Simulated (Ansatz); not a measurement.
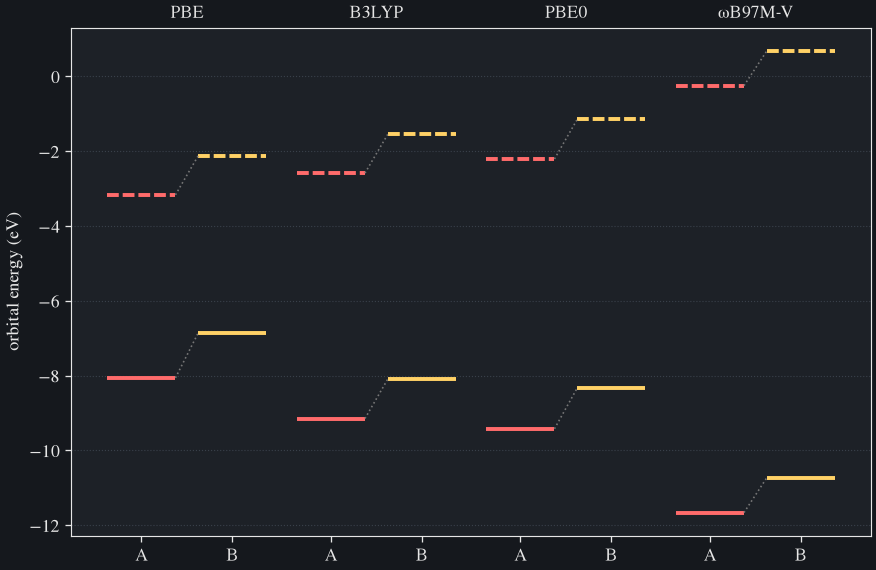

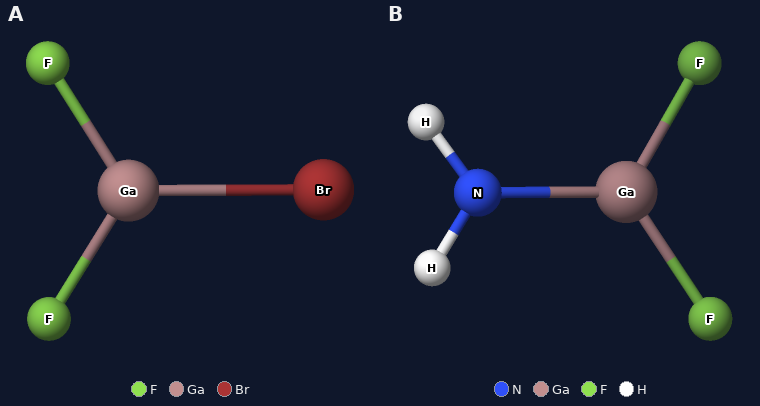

One change: A, GaBrF₂ (SMILES [F][Ga]([F])[Br]), becomes B, GaNH₂F₂ (SMILES [NH2][Ga]([F])[F]). Br on Ga is replaced by NH₂. HOMO (solid) and LUMO (dashed) computed in def2-TZVPP at PBE0-D4/def2-TZVP geometries, both minima by their frequencies, gas phase, the Ansatz code. Empty levels above zero depend strongly on the basis.

Question: What does the change do to HOMO and LUMO?

Answer: PBE: the HOMO rises by 1.20 eV, the LUMO rises by 1.05 eV, and the separation goes from 4.90 to 4.74 eV. B3LYP: the HOMO rises by 1.05 eV, the LUMO rises by 1.03 eV, and the separation goes from 6.56 to 6.55 eV. PBE0: the HOMO rises by 1.09 eV, the LUMO rises by 1.06 eV, and the separation goes from 7.22 to 7.18 eV. ωB97M-V: the HOMO rises by 0.93 eV, the LUMO rises by 0.93 eV, and the separation goes from 11.42 to 11.41 eV.

Question: Do the functionals agree on the effect?

Answer: They agree on the direction for both levels; the HOMO shift lies between 0.93 and 1.20 eV and the LUMO shift between 0.93 and 1.06 eV, while the separations themselves differ by up to 6.7 eV between functionals.
